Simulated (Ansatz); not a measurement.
# TaN: how the settings move a relaxation

How sensitive is a relaxation of TaN to its settings? A reference run comes first, then one run with altered input.

Computed with Ansatz 0.2.0 (reference: DFT, PBEsol, PAW with Ansatz's default frozen-core files, scalar-relativistic; relaxation of cell and atoms, unless a step's input says otherwise).

3 further runs of the same task are left out: 3 that didn't finish.

### Step 1. The structure to begin with

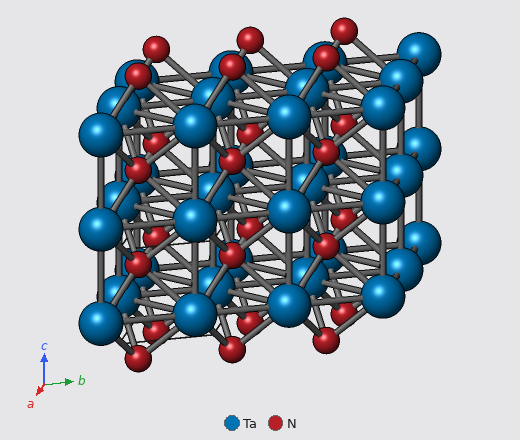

The starting structure, seen slightly off an axis (tantalum blue, nitrogen red). 2×3×3 cells are drawn. Atoms on the faces are drawn again on the opposite ones.

As a file:

```
Ta N
1.0
     2.93800    0.00000    0.00000
    -1.46900    2.54438    0.00000
     0.00000    0.00000    2.88300
Ta N
1 1
Direct
  0.00000 0.00000 0.50000
  0.66667 0.33333 0.00000
```

### Step 2. Baseline

input.yaml

```yaml
crystal:
  lattice:
    - [2.93799999999, 0.0, 0.0]
    - [-1.469, 2.54438263631, 0.0]
    - [0.0, 0.0, 2.883]
  atoms:
    - { symbol: Ta, position: [0.0, 0.0, 0.5] }
    - { symbol: "N", position: [0.666666666667, 0.333333333333, 0.0] }
kpoints:
  mp_grid: { grid: [15, 15, 14] }
scf:
  occupations: { method: fermi_dirac, width: 0.08 }
hamiltonian:
  xc: pbesol
  pseudopotentials: { kind: paw }
relax:
  f_tol: 0.002
  max_steps: 80
  cell: {}
output:
  forces: true
  stress: true
```

Command:

```
ansatz run input.yaml --threads 1 --pin off --max-ram 3072MiB --backend cpu --events-out ev --progress --plain --runs-dir out
```

The main lines of its log:

```text
[...]
Basis set: ecut = 420 eV, 405 PW (Γ), exchange–correlation on 40×40×40 points (8 copies of the dense FFT grid, shifted against one another)
[...]
k-points: 216 of 3150 (time reversal used)
[...]
SCF iter   1: F=—  HF=-10187.652470 eV  |F-HF|=—  |Δ(HF+E_count)|=         —  Δρ=1.71e-2  dr2=6.03e-2  ethr=1.77e-3  ⟨swp⟩=5.7  Hψ=14109  notcnv=0
preconditioner: auto → none  [metal: Δε(μ)=0.116 eV  Ē_g=10.966 eV  σ=0.080 eV  W_gap=0.35  n_scr=8 (ndim 8)  ℏωp=25.3 eV  f_vac=0.000  D(μ)=0.07/eV (n_scr^D=0)  sad-step TF]
SCF iter   2: F=—  HF=-10187.645804 eV  |F-HF|=—  |Δ(HF+E_count)|=   6.67e-3  Δρ=1.03e-2  dr2=2.55e-2  ethr=3.35e-4  ⟨swp⟩=1.0  Hψ=4536  notcnv=0
[...]
relax step   1: F+E_penalty+E_count = -10187.64022557 eV  Δ(F+E_penalty+E_count) = +0.000e0 eV  max|allowed force component| = 1.110e-16 eV/Å  Δτ_max = 0.0000 Å  P = -4.868 GPa  Ω = 21.552 Å³  (6 SCF iters, dr2 threshold 1.00e-7 eV, accepted)
[...]
relax step   2: F+E_penalty+E_count = -10187.64330232 eV  Δ(F+E_penalty+E_count) = -3.077e-3 eV  max|allowed force component| = 1.295e-16 eV/Å  Δτ_max = 0.0000 Å  P = +3.148 GPa  Ω = 21.072 Å³  energy of the carried Pulay correction = +1.434e-3 eV  (6 SCF iter
[...]
relax step   3: F+E_penalty+E_count = -10187.64553093 eV  Δ(F+E_penalty+E_count) = -2.229e-3 eV  max|allowed force component| = 3.701e-17 eV/Å  Δτ_max = 0.0000 Å  P = +0.109 GPa  Ω = 21.255 Å³  energy of the carried Pulay correction = +8.758e-4 eV  (6 SCF iter
[...]
relax step   4: F+E_penalty+E_count = -10187.64557972 eV  Δ(F+E_penalty+E_count) = -4.880e-5 eV  max|allowed force component| = 1.110e-16 eV/Å  Δτ_max = 0.0000 Å  P = -0.006 GPa  Ω = 21.260 Å³  energy of the carried Pulay correction = +8.646e-4 eV  (6 SCF iter
[...]
relax step   5: F+E_penalty+E_count = -10187.64476910 eV  Δ(F+E_penalty+E_count) = +8.106e-4 eV  max|allowed force component| = 9.252e-17 eV/Å  Δτ_max = 0.0000 Å  P = -0.066 GPa  Ω = 21.260 Å³  stress off target by 6.72e-2 GPa  SCF on the basis re-selected at 
[...]
relax step   6: F+E_penalty+E_count = -10187.64478145 eV  Δ(F+E_penalty+E_count) = -1.235e-5 eV  max|allowed force component| = 9.252e-17 eV/Å  Δτ_max = 0.0000 Å  P = -0.000 GPa  Ω = 21.256 Å³  energy of the carried Pulay correction = +1.154e-5 eV  (6 SCF iter
[...]
SCF iter   7: F=-10187.644770 eV  HF=-10187.644770 eV  |F-HF|=1.09e-11  |Δ(HF+E_count)|=  7.28e-12  Δρ=2.75e-9  dr2=8.56e-16  ethr=1.00e-12  ⟨swp⟩=1.0  Hψ=2808  notcnv=0
SCF iter   8: F=-10187.644770 eV  HF=-10187.644770 eV  |F-HF|=5.46e-12  |Δ(HF+E_count)|=  1.82e-12  Δρ=5.43e-10  dr2=3.13e-17  ethr=1.00e-12  ⟨swp⟩=2.9  Hψ=8743  notcnv=0
[...]
relax step   7: F+E_penalty+E_count = -10187.64476990 eV  Δ(F+E_penalty+E_count) = +1.156e-5 eV  max|allowed force component| = 1.110e-16 eV/Å  Δτ_max = 0.0000 Å  P = -0.001 GPa  Ω = 21.256 Å³  stress off target by 8.64e-4 GPa  SCF on the basis re-selected at 
[...]
SCF converged after 8 iterations
Free energy (F): -10187.644770 eV
[...]
E sigma→0 (E₀):  -10187.644017 eV
[...]
Fermi energy:    20.374036 eV
[...]
  P = ⅓ Tr σ = -0.0008 GPa (-0.008 kbar)
--- Relaxed structure (5 steps of the walk, 5 accepted, 2 SCFs on fresh bases) ---
[...]
```

Wall time 37 s (1 thread of Arm Neoverse V2, shared host); peak memory 0.36 GiB.

### Step 3. Variant: starting moments, occupations.method tetrahedron_uncorrected, preconditioner resta, spin_polarized true, width left out

input.yaml

```yaml
crystal:
  lattice:
    - [2.93799999999, 0.0, 0.0]
    - [-1.469, 2.54438263631, 0.0]
    - [0.0, 0.0, 2.883]
  atoms:
    - { symbol: Ta, position: [0.0, 0.0, 0.5], spin: 2.0 }
    - { symbol: "N", position: [0.666666666667, 0.333333333333, 0.0], spin: 3.0 }
kpoints:
  mp_grid: { grid: [15, 15, 14] }
scf:
  occupations: { method: tetrahedron_uncorrected }
  mixing: { preconditioner: resta }
hamiltonian:
  xc: pbesol
  pseudopotentials: { kind: paw }
relax:
  f_tol: 0.002
  max_steps: 80
  cell: {}
output:
  forces: true
  stress: true
magnetization:
  spin_polarized: true
```

Command:

```
ansatz run input.yaml --threads 1 --pin off --max-ram 3072MiB --backend cpu --events-out ev --progress --plain --runs-dir out
```

What it wrote (excerpt; [...] marks lines left out):

```text
Warning: relax: with tetrahedron occupations the Hellmann–Feynman forces and the energy need not agree along the walk (scf.occupations.method in the input reference, under Limitations); prefer a smearing scheme for the relaxation and re-run the relaxed geometry with tetrahedron [...]
Pseudopotentials: kind: paw
Pseudopotential: Ta, paw, valence charge 13, recommended cutoff 420 eV (normal), Ta.paw.azcp
Pseudopotential: N, paw, valence charge 5, recommended cutoff 420 eV (normal), N.paw.azcp
Functional definition: PBEsol
[...]
Crystal: 2 atoms, lattice volume = 21.552 Å³
Basis set: ecut = 420 eV, 405 PW (Γ), exchange–correlation on 40×40×40 points (8 copies of the dense FFT grid, shifted against one another)
Bands: 16, of which v1, the nominal top of the filled ones, is band 9 counted from 1 (8 counted from 0)
Symmetry: 12 space group operations
Space group: P-6m2 (ITA 187), of the structure as read, at distance tolerance 2.8e-5 Å
Magnetic group: BNS 187.209 (UNI 1439), of the structure as read, at distance tolerance 2.8e-5 Å
k-points: 216 of 3150 (time reversal used)
[...]
Starting moments: Σ|m| = 5 μB on 2 of 2 sites
[...]
SCF iter   1: F=—  HF=-10184.124270 eV  |F-HF|=—  |Δ(HF+E_count)|=         —  Δρ=1.74e-1 (↑1.74e-1 ↓1.68e-1)  dr2=2.55e-1  dr2_m=5.66e0  M=0.094 μB ∫|m|=0.682 μB  β_m=0.30  ethr=1.41e-3  ⟨swp⟩=1.0  Hψ=43281  notcnv=0
[...]
spin-set hold released at iteration 7 (site moments contracting): the magnetisation degrees of freedom join the quasi-Newton model from the next iteration; the mixer history was flushed
[...]
WARN: the starting moments were not kept: the SCF closed with an absolute magnetisation of 6.1e-7 μB, where they sum to 5 μB in size (2 sites). That is at most 0.1 of that sum. Measured as dr2_m measures the in/out step, that magnetisation stands 9.6e-14 eV from none, at or under the [...]
SCF converged after 4 iterations
Magnetization: -0.0000 μB (9.0000 up, 9.0000 down)
Absolute magnetization: 0.0000 μB (∫|ρ↑−ρ↓|, with the PAW one-centre terms)
Spin contamination: 0.0000 ħ² per cell (⟨S²⟩ above its minimum at these occupations)
Per-site moments (μB) at R_I (Å): [(-3.217586683332484e-8, 0.9140616382488441), (6.758690073632515e-8, 0.9140616382488441)]
Free energy (F): -10187.643500 eV
[...]
E sigma→0 (E₀):  -10187.643500 eV
Entropy (-TS):   -0.000026 eV (-0.013 meV/atom)
Fermi energy:    20.372186 eV
[...]
--- Forces (eV/Å), atoms counted from 1 ---
  atom   1  Ta     0.00000000     0.00000000    -0.00000000
  atom   2  N     -0.00000000     0.00000000    -0.00000000
[...]
--- Stress (GPa, compression-positive) ---
       -0.000818       0.000000       0.000000
        0.000000      -0.000818       0.000000
        0.000000       0.000000      -0.000731
  P = ⅓ Tr σ = -0.0008 GPa (-0.008 kbar)
--- Band table (eV; the first three rows and the last of 432) ---
  k-point 0 ↑: bands = ["-47.9602", "-14.3089", "-14.0388", "-14.0388", "2.5687", "15.7607", "15.7607", "16.1016", "17.4471", "22.6938", "24.0340", "24.0340", "24.4532", "24.4532", "33.3448", "36.6100"]
[...]
--- Relaxed structure (5 steps of the walk, 5 accepted, 2 SCFs on fresh bases) ---
  F+E_penalty+E_count = -10187.64350032 eV   max|allowed force component| = 7.401e-17 eV/Å   (the final SCF, on the basis selected at the relaxed cell)
  cell:  # Å, volume = 21.2559 Å³
    - [2.923955959116797, 2.8730445526017333e-12, 0.0]
    - [-1.4619779795608865, 2.5322201401406033, 0.0]
    - [0.0, 0.0, 2.8708217339822526]
  atoms:
    - { symbol: Ta, position: [-3.0814879110195774e-33, 3.7007434154163464e-17, 0.49999999999999994] }
    - { symbol: N, position: [0.6666666666666667, 0.33333333333333326, 0.0] }
```

It took 1.9 min on 1 thread of Arm Neoverse V2, shared host; peak memory 0.43 GiB.

With the changed spin polarisation, smearing and mixing the energy stays within 0.5 meV/atom: no moment survives, so both runs end on the same non-magnetic state.

### Step 4. Comparison

```tsv
run	ending	energy change	pressure (GPa)	gap (eV)	force (eV/Å)	cycles	time
reference	converged	0	0.0	0.00	0.00	46	37 s
1: starting moments, occupations.method tetrahedron_uncorrected, preconditioner resta, spin_polarized true, width left out	converged	+0.3 meV/atom (σ→0)	0.0	0.00	0.00	52	1.9 min
```

**Reading.** With the changed spin polarisation, smearing and mixing the energy stays within 0.5 meV/atom: no moment survives, so both runs end on the same non-magnetic state.
